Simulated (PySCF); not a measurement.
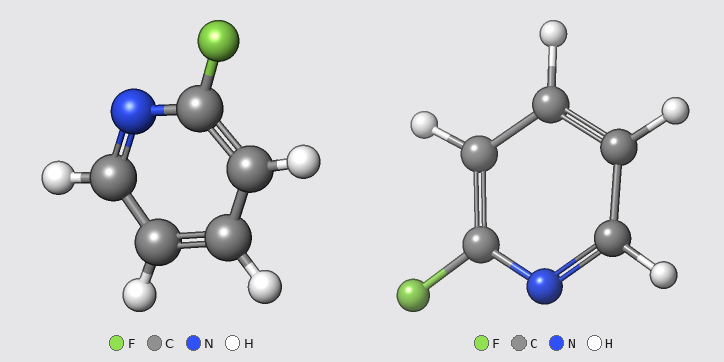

Both panels show the same species.

The computed structure is the end point of a GFN2-xTB optimisation. No frequency run is at hand to confirm it as a minimum.

Which formula does it have?

Answer. C5H4FN, 11 atoms: 5 carbon, 4 hydrogen, 1 fluorine and 1 nitrogen.

Does it have rings?

Answer. Independent rings (smallest set): 1 of 6 members, 1 of them aromatic.

Write the SMILES.

Answer. Fc1ccccn1

Name functional groups in it.

Answer. Among them: C–F bond.

Count the bonded pairs by element.

Answer. 4 C–C, 4 C–H, 2 C–N, 1 C–F.

The parts below concern this one geometry. Atoms keep their numbers from picture to picture.

### Shape

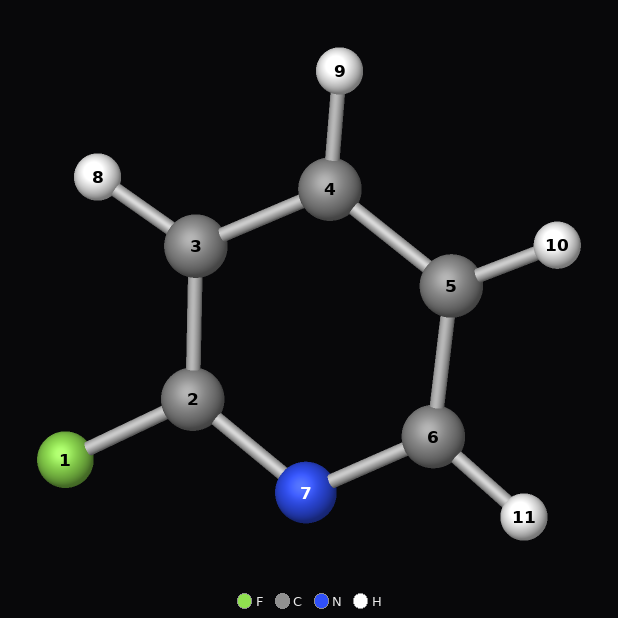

No frequency run is at hand to confirm it as a minimum.

Describe the coordination of atom 4.

Answer. C4 has 3 neighbours (C3 at 1.38, C5 at 1.39, H9 at 1.08 Å); the arrangement is trigonal planar.

What is the geometry at N7?

Answer. N7 has 2 neighbours (C2 at 1.31, C6 at 1.32 Å); the arrangement is bent.

Describe the coordination of atom 5.

Answer. C5 has 3 neighbours (C4 at 1.39, C6 at 1.38, H10 at 1.08 Å); the arrangement is trigonal planar.

How are the neighbours of atom 3 arranged?

Answer. C3 has 3 neighbours (C2 at 1.39, C4 at 1.38, H8 at 1.08 Å); the arrangement is trigonal planar.

What is the dihedral angle C2–C3–C4–C5?

Answer. 0° in size, that is syn (eclipsed).

### Dipole moment

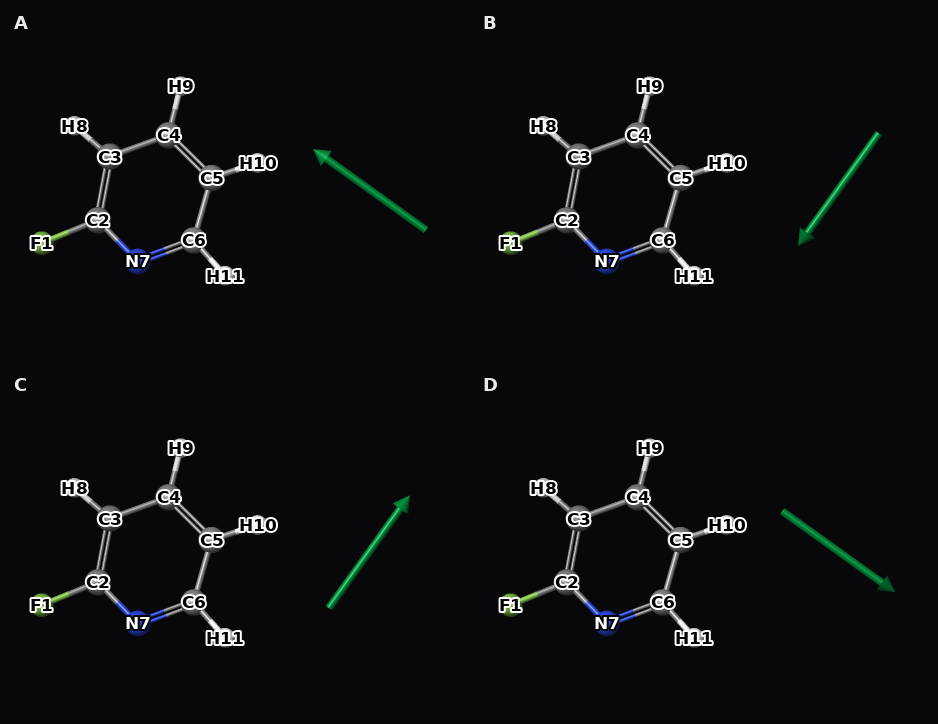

The same molecule four times, each with an arrow. No frequency run is at hand to confirm it as a minimum. Properties computed with PBE0/pcSseg-1, gas phase (PySCF 2.14.0).

Which arrow points along the dipole moment, from the negative to the positive end?

Answer. C. The dipole moment is 3.36 D; it points from the side of F1 to the side of H9 (the outermost atoms at the two ends).

### Ring current

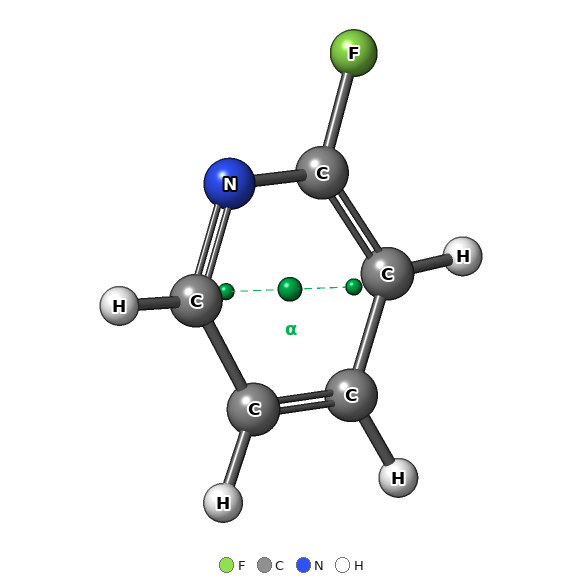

The small points mark where nucleus-independent chemical shifts (NICS) were computed: at the centre of each lettered ring and 1 Å above and below it. No frequency run is at hand to confirm it as a minimum. Level of theory: GIAO PBE0/pcSseg-1 NMR shielding, non-relativistic, gas phase (PySCF 2.14.0).

Give NICS(0), NICS(1) and the out-of-plane component NICS(1)zz for each ring (means of the two sides).

```tsv
ring	members	NICS(0)	NICS(1)	NICS(1)zz
α	C5N	−8.9	−11.2	−27.9
```

Values in ppm.

What do the values say about the ring currents?

Answer. Ring α: diatropic, as in an aromatic ring. NICS is one index among several.

### NMR shielding

The questions are on isotropic NMR shieldings of the C atoms. No frequency run is at hand to confirm it as a minimum. Level of theory: GIAO PBE0/pcSseg-1 NMR shielding, non-relativistic, gas phase (PySCF 2.14.0).

Which C atom is the most shielded (lowest chemical shift)?

Answer. C3 (72.5 ppm).

Which C atom is the least shielded (highest chemical shift)?

Answer. C2 (12.7 ppm).

How wide is the range of C shifts?

Answer. 59.8 ppm.

List the isotropic NMR shieldings of the C atoms.

```tsv
atom	σ (ppm)
C2	12.7
C3	72.5
C4	40.6
C5	61.7
C6	31.8
```
